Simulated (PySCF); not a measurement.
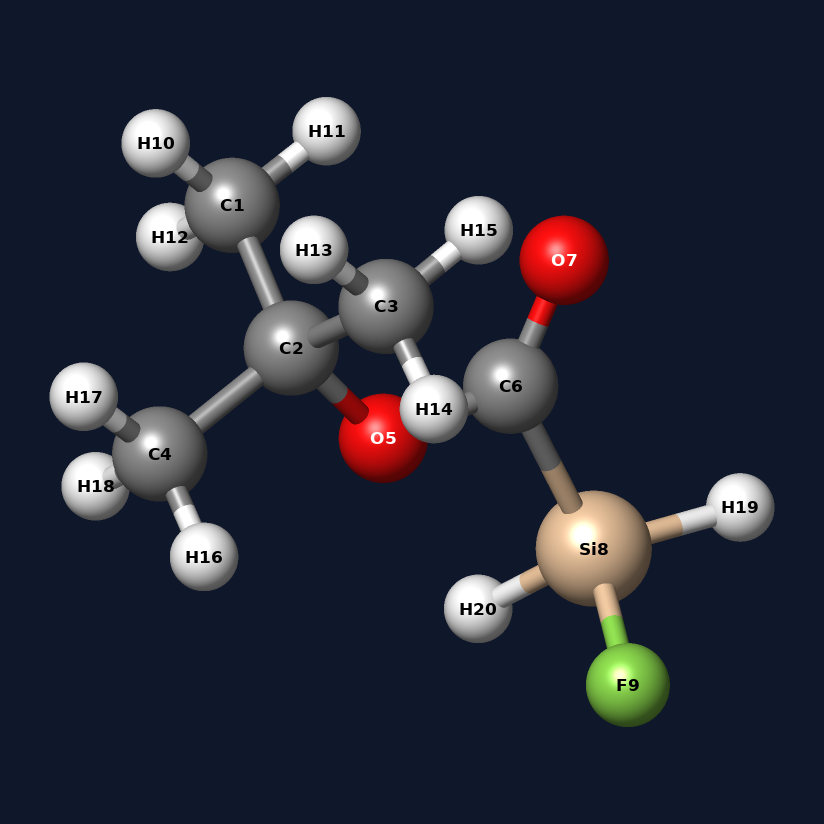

Every bond is drawn as one stick. The geometry was computed by an optimisation with GFN2-xTB. No frequency run is at hand to confirm it as a minimum. Method: PBE0/pcSseg-1 (PySCF 2.14.0).

> Which bond between heavy atoms has the highest Mayer bond order?

C6–O7, 1.87, at a length of 1.207 Å.

List the Mayer bond orders of C1–C2, C2–C3, C2–C4, C2–O5, O5–C6, C6–O7, C6–Si8, Si8–F9 (bonds between heavy atoms, one of each equivalent set).

| bond | Mayer order | length (Å) |
| --- | --- | --- |
| C1–C2 | 1.02 | 1.528 |
| C2–C3 | 1.02 | 1.528 |
| C2–C4 | 1.03 | 1.528 |
| C2–O5 | 0.74 | 1.456 |
| O5–C6 | 1.09 | 1.326 |
| C6–O7 | 1.87 | 1.207 |
| C6–Si8 | 0.81 | 1.921 |
| Si8–F9 | 0.93 | 1.610 |

The geometry is semi-empirical. Around Si such bond lengths and angles can be off by a tenth of an ångström or more and by several degrees, and values that hang on the shape move with them.
